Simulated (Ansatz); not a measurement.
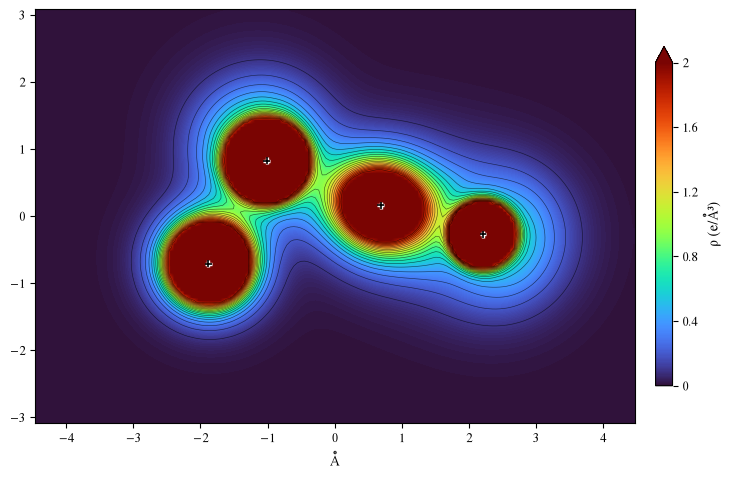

The total electron density on a plane through atoms (crosses mark nuclei in the plane).

Level of theory: isolated molecule in a Gaussian basis; Kohn-Sham density functional theory, functional PBE0 (Ansatz 0.2.0).

Candidates:
A. BFHSn (doublet)
B. CH₇AlN (charge +1)
C. FGeNSi

### Which system is this?

Candidate C: FGeNSi on the molecular plane, which holds F, Ge, N and Si. Si–N (1.58 Å): ρ is about 1.4 e/Å³ halfway. Ge–F (1.76 Å): the density is about 0.92 e/Å³ at the midpoint.
